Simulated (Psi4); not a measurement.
# C2H3BF (SMILES C=[C]BF): UHF/3-21G

Aim: the vertical electron affinity of C2H3BF at UHF/3-21G, from 2 runs. 

The calculation is run with Psi4 1.11.

## 1. Starting point

C2H3BF has 7 atoms, charge 0, and is taken as a doublet. SMILES: `C=[C]BF`. The shape is that of a GFN2-xTB optimisation.

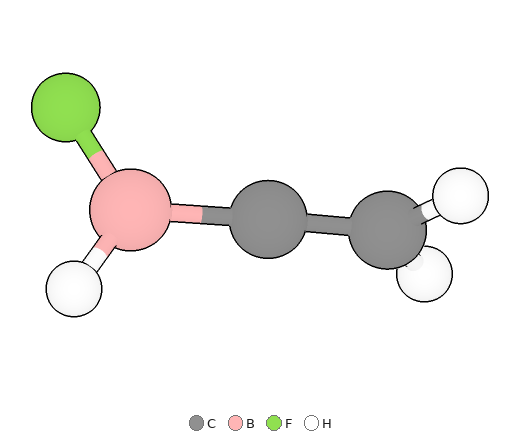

Viewed from a chosen angle; carbon grey, boron pink, fluorine green, hydrogen white.

## 2. Energy and gradient at UHF/3-21G

File c2h3bf.xyz:

```xyz
7
C2H3BF
C     -0.739240     1.166810     0.113650
C     -0.055700     0.085330     0.002100
B      0.727900    -1.161970    -0.160850
F      1.279660    -1.738220     0.911270
H     -0.299040     2.156100     0.042360
H     -1.809590     1.177770     0.290350
H      0.896010    -1.685820    -1.198900
```

File job.py:

```python
import psi4

psi4.set_memory('1600 MB')
psi4.set_num_threads(1)
psi4.set_output_file('psi4.out', False)

with open('c2h3bf.xyz') as f:
    atoms = ''.join(f.readlines()[2:])
geom = psi4.geometry('0 2\n' + atoms + 'symmetry c1\nno_reorient\nno_com')

options = {'basis': '3-21G', 'reference': 'uhf', 'puream': True, 'e_convergence': 1e-09, 'd_convergence': 1e-08, 'scf_type': 'pk', 'maxiter': 200}
psi4.set_options(options)

e, wfn = psi4.gradient('scf', return_wfn=True)
psi4.oeprop(wfn, 'LOWDIN_CHARGES', 'WIBERG_LOWDIN_INDICES', 'MULLIKEN_CHARGES', title='SCF')
print('gradient / Eh bohr^-1')
print(e.np.round(6))
print(f'energy = {wfn.energy():.10f} Eh')
for k, v in sorted(psi4.core.scalar_variables().items()):
    print(f'{k:45s} {v:18.10f}')
```

Run with:

```bash
$ python job.py
```

psi4.out:

```text
[...]
  Running in c1 symmetry.
[...]
  Nuclear repulsion =   88.617305522116666
[...]
  Multiplicity = 2
[...]
  Nalpha       = 15
  Nbeta        = 14
[...]
    Number of basis functions: 42
[...]
   @UHF iter   1:  -200.43772715169598   -1.09840e+00   6.66467e-03 ADIIS/DIIS
[...]
   @UHF iter  18:  -200.49803998098912   -2.92744e-12   5.95978e-09 DIIS
[...]
   @S^2 Observed:                9.218950358E-01
[...]
    Orbital Energies [Eh]
    ---------------------
    Alpha Occupied:
       1A    -26.166717     2A    -11.203716     3A    -11.185811
       4A     -7.631749     5A     -1.592567     6A     -1.074170
       7A     -0.841551     8A     -0.735091     9A     -0.681203
      10A     -0.659353    11A     -0.652936    12A     -0.630170
      13A     -0.522827    14A     -0.421406    15A     -0.380423
    Alpha Virtual:
      16A      0.162000    17A      0.163425    18A      0.297673
      19A      0.347952    20A      0.368110    21A      0.380976
      22A      0.479908    23A      0.516415    24A      0.618644
      25A      0.628975    26A      0.761271    27A      0.887617
[...]
  @UHF Final Energy:  -200.49803998098912
   => Energetics <=
    Nuclear Repulsion Energy =             88.6173055221166663
    One-Electron Energy =                -450.0533065235469508
    Two-Electron Energy =                 160.9379610204411506
    Total Energy =                       -200.4980399809891196
  UHF NO Occupations:
  HONO-2 :   13  A 1.9967071
  HONO-1 :   14  A 1.9179373
[...]
 Multipole Moments:
 ------------------------------------------------------------------------------------
     Multipole            Electronic (a.u.)      Nuclear  (a.u.)        Total (a.u.)
 ------------------------------------------------------------------------------------
 L = 1.  Multiply by 2.5417464519 to convert [e a0] to [Debye]
 Dipole X            :        -17.7905616           17.3366876           -0.4538740
 Dipole Y            :         23.8491492          -23.2302899            0.6188593
 Dipole Z            :        -13.9708438           13.6541972           -0.3166466
 Magnitude           :                                                    0.8302129
[...]
  -Total Gradient:
     Atom            X                  Y                   Z
    ------   -----------------  -----------------  -----------------
       1        0.020498172686    -0.032781630248    -0.002799714987
       2       -0.004975600074     0.008668227009     0.003315080054
       3       -0.000711366085     0.003683525761     0.009789210368
       4       -0.010021162972     0.011560291226    -0.015088365048
       5       -0.000977608491     0.004632748758     0.000109045787
       6       -0.003637352395     0.002954677557     0.000533933747
       7       -0.000175082671     0.001282159939     0.004140810079
[...]
  Mulliken Charges: (a.u.)
   Center  Symbol    Alpha    Beta     Spin     Total
       1     C     2.84349  3.67440 -0.83092 -0.51789
       2     C     3.93530  2.42759  1.50771 -0.36289
       3     B     2.09589  2.04381  0.05208  0.86030
       4     F     4.70450  4.67237  0.03213 -0.37687
       5     H     0.44119  0.31840  0.12279  0.24041
       6     H     0.44104  0.31842  0.12262  0.24054
       7     H     0.53860  0.54501 -0.00642 -0.08361
   Total alpha = 15.00000, Total beta = 14.00000, Total charge =  0.00000
  Lowdin Charges: (a.u.)
[...]
```

Standard output:

```text
gradient / Eh bohr^-1
[[ 0.020498 -0.032782 -0.0028  ]
 [-0.004976  0.008668  0.003315]
 [-0.000711  0.003684  0.009789]
 [-0.010021  0.01156  -0.015088]
 [-0.000978  0.004633  0.000109]
 [-0.003637  0.002955  0.000534]
 [-0.000175  0.001282  0.004141]]
energy = -200.4980399810 Eh
CURRENT ENERGY                                   -200.4980399810
CURRENT REFERENCE ENERGY                         -200.4980399810
DD SOLVATION ENERGY                                 0.0000000000
HF KINETIC ENERGY                                 199.9365503419
HF POTENTIAL ENERGY                              -400.4345903229
HF TOTAL ENERGY                                  -200.4980399810
HF VIRIAL RATIO                                     2.0028083391
NUCLEAR REPULSION ENERGY                           88.6173055221
ONE-ELECTRON ENERGY                              -450.0533065235
PCM POLARIZATION ENERGY                             0.0000000000
PE ENERGY                                           0.0000000000
SCF ITERATION ENERGY                             -200.4980399810
SCF ITERATIONS                                     18.0000000000
SCF TOTAL ENERGY                                 -200.4980399810
TWO-ELECTRON ENERGY                               160.9379610204
```

Wall time 1.9 s (1 thread of Intel Xeon Platinum 8375C at 2.90GHz (Ice Lake), shared host); peak memory 0.18 GiB.

## 3. The singlet anion: a single-point energy at HF/3-21G

File job.dat:

```
memory 1600 MB

molecule molecule1 {
  -1 1
  C     -0.739240     1.166810     0.113650
  C     -0.055700     0.085330     0.002100
  B      0.727900    -1.161970    -0.160850
  F      1.279660    -1.738220     0.911270
  H     -0.299040     2.156100     0.042360
  H     -1.809590     1.177770     0.290350
  H      0.896010    -1.685820    -1.198900
  units angstrom
  symmetry c1
  no_reorient
  no_com
}

set {
  basis 3-21G
  puream true
  e_convergence 1e-09
  d_convergence 1e-08
  scf_type pk
}

e_tot, wfn = energy("hf", return_wfn=True)
oeprop(wfn, "MAYER_INDICES", "MULLIKEN_CHARGES", "LOWDIN_CHARGES")
print_variables()
```

Run with:

```bash
$ psi4 -n 1 job.dat job.out
```

job.out:

```text
[...]
  Running in c1 symmetry.
[...]
  Nuclear repulsion =   88.617305522116666
[...]
  Multiplicity = 1
[...]
  Nalpha       = 15
  Nbeta        = 15
[...]
    Number of basis functions: 42
[...]
   @RHF iter   1:  -200.38747634011079   -1.04815e+00   9.91111e-03 ADIIS/DIIS
[...]
   @RHF iter  12:  -200.48522611473831   -3.97904e-13   3.24784e-09 DIIS
[...]
    Orbital Energies [Eh]
    ---------------------
    Doubly Occupied:
       1A    -25.911465     2A    -10.933365     3A    -10.892253
       4A     -7.339651     5A     -1.344867     6A     -0.782503
       7A     -0.557173     8A     -0.483225     9A     -0.432803
      10A     -0.415679    11A     -0.382160    12A     -0.365652
      13A     -0.260250    14A     -0.144930    15A     -0.039472
[...]
  @RHF Final Energy:  -200.48522611473831
   => Energetics <=
    Nuclear Repulsion Energy =             88.6173055221166663
    One-Electron Energy =                -457.6341656977742787
    Two-Electron Energy =                 168.5316340609192878
    Total Energy =                       -200.4852261147383103
[...]
 Multipole Moments:
 ------------------------------------------------------------------------------------
     Multipole            Electronic (a.u.)      Nuclear  (a.u.)        Total (a.u.)
 ------------------------------------------------------------------------------------
 L = 1.  Multiply by 2.5417464519 to convert [e a0] to [Debye]
 Dipole X            :        -17.8491130           17.3366876           -0.5124254
 Dipole Y            :         23.9556576          -23.2302899            0.7253678
 Dipole Z            :        -13.9077699           13.6541972           -0.2535727
 Magnitude           :                                                    0.9236002
[...]
  Mulliken Charges: (a.u.)
   Center  Symbol    Alpha    Beta     Spin     Total
       1     C     3.28261  3.28261  0.00000 -0.56523
       2     C     3.23693  3.23693  0.00000 -0.47385
       3     B     2.24039  2.24039  0.00000  0.51923
       4     F     4.72568  4.72568  0.00000 -0.45137
       5     H     0.45509  0.45509  0.00000  0.08981
       6     H     0.45505  0.45505  0.00000  0.08989
       7     H     0.60424  0.60424  0.00000 -0.20849
   Total alpha = 15.00000, Total beta = 15.00000, Total charge = -1.00000
  Lowdin Charges: (a.u.)
[...]
```

Wall time 1.8 s (1 thread of Intel Xeon Platinum 8375C at 2.90GHz (Ice Lake), shared host); peak memory 0.18 GiB.

## 4. What came out

Level: UHF/3-21G.

| quantity | value |
| --- | --- |
| doublet C2H3BF: total energy | -200.49804 Eh |
| doublet C2H3BF: dipole moment | 2.11 D |
| doublet C2H3BF: HOMO energy (highest over α and β) | -10.35 eV |
| doublet C2H3BF: LUMO energy (lowest over α and β) | 1.40 eV |
| doublet C2H3BF: ⟨S²⟩ | 0.922 |
| doublet C2H3BF: largest force on an atom | 1.993 eV/Å |
| singlet anion: total energy | -200.48523 Eh |
| singlet anion: HOMO energy | -1.07 eV |
| singlet anion: LUMO energy | 11.26 eV |
| singlet anion: HOMO–LUMO gap (to an unbound level, set by the basis) | 12.33 eV |
| vertical electron affinity (to the singlet anion) | -0.349 eV |

The anion lies 0.35 eV (33.6 kJ/mol) above the neutral: the electron isn't bound at this level, and such a value depends on the basis. Without diffuse functions anions come out too high. Hartree–Fock misses the correlation that binds many anions. The largest force (doublet C2H3BF) is 1.99 eV/Å: the shape isn't a stationary point for this species at this level. ⟨S²⟩ (doublet C2H3BF) is 0.92 where a pure doublet has 0.75: the reference is spin-contaminated.
